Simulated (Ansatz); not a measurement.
A computed series for TiB2: response to strain

Consider TiB$_{2}$ (space group P6/mmm, No. 191; a = 3.0173 Å, c = 3.1849 Å).

Strains are applied to the cell and any free atomic positions relax.

Level of theory: PBEsol in Ansatz (plane waves to 420 eV, PAW, no spin-orbit coupling), earlier PAW set.

Notes on the quantities. energy relative to the base: free energy F.

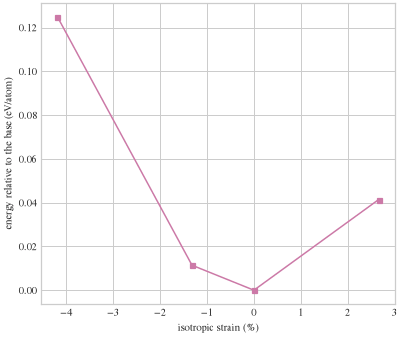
Figure. Energy relative to the base against isotropic strain

| isotropic strain (%) | energy relative to the base |
|---|---|
| -4.19 | +125 meV/atom |
| -1.32 | +11 meV/atom |
| 2.66 | +41 meV/atom |

A case with no gap was solved on a k-mesh chosen for an insulator, which is coarse for it. Whether these cells are dynamically stable was not tested. All final runs are without spin polarisation.

Ansatz is a quantum-chemistry and plane-wave program.
